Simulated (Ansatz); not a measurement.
# CH5BGeO: how energies converge with the basis set

How large a basis does CH5BGeO need? Two functionals are run in growing sets.

Computed with Ansatz 0.2.0, Gaussian basis. Level: one geometry, several basis sets.

Levels to be run: PBE0-D4/def2-SVP; ωB97M-V/def2-SVP; PBE0-D4/def2-QZVPP; ωB97M-V/def2-QZVPP; the functionals' def2-TZVPP values are taken from earlier runs.

### Step 1. The geometry

All runs share one geometry, relaxed beforehand with PBE0-D4 in a triple-zeta def2 set.

SMILES `O=C[BH][GeH3]`, 9 atoms, charge 0, spin multiplicity 1.

Atoms are counted from 1 here; the program's logs count them from 0.

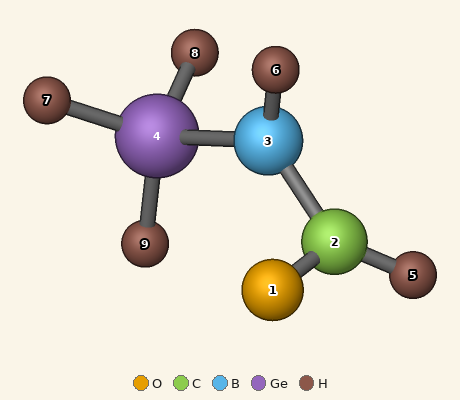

The structure; oxygen amber, carbon green, boron blue, germanium purple, hydrogen brown; atoms are numbered from 1 in the order of the file.

Coordinates:

```
O     0.02920    2.19930    0.16768
C    -0.93975    1.45984    0.07967
B    -0.35242    0.19118    0.71484
Ge    0.71919   -1.15772   -0.41356
H    -1.89128    1.79675   -0.36753
H    -0.41868    0.09366    1.90305
H     2.09487   -1.45203    0.20588
H    -0.07032   -2.48263   -0.44094
H     0.91768   -0.69464   -1.86621
```

### Step 2. PBE0-D4 in def2-SVP

The input, in.yaml:

```yaml
crystal:
  periodic: [false, false, false]
  atoms:
    - {symbol: O, position_ang: [0.029204, 2.199297, 0.167680]}
    - {symbol: C, position_ang: [-0.939754, 1.459839, 0.079667]}
    - {symbol: B, position_ang: [-0.352417, 0.191185, 0.714844]}
    - {symbol: Ge, position_ang: [0.719194, -1.157724, -0.413556]}
    - {symbol: H, position_ang: [-1.891284, 1.796754, -0.367528]}
    - {symbol: H, position_ang: [-0.418678, 0.093658, 1.903055]}
    - {symbol: H, position_ang: [2.094873, -1.452033, 0.205880]}
    - {symbol: H, position_ang: [-0.070322, -2.482634, -0.440937]}
    - {symbol: H, position_ang: [0.917684, -0.694644, -1.866206]}
basis:
  gaussian: {orbitals: def2-SVP}
hamiltonian: {xc: pbe0, dispersion: d4}
output: {orbitals: {seedname: orbitals}}
```

Run with:

```sh
ansatz run in.yaml --threads 2 --pin off --events-out ev --progress --plain --max-ram 4352MiB
```

Further steps of the session: ωB97M-V in def2-SVP; PBE0-D4 in def2-QZVPP; ωB97M-V in def2-QZVPP.

Q: Predict the results of all the runs planned. Wanted: PBE0-D4: double and triple zeta above quadruple; ωB97M-V: double and triple zeta above quadruple.

**Answer**, as computed:

| quantity | value |
| --- | --- |
| PBE0-D4: double and triple zeta above quadruple | 12.91, 1.43 eV |
| ωB97M-V: double and triple zeta above quadruple | 13.04, 1.39 eV |

In words: PBE0-D4 gains 11.48 eV from double to triple zeta, then 1.43 eV more. Total energies overstate the basis error of differences, where much of it tends to cancel.
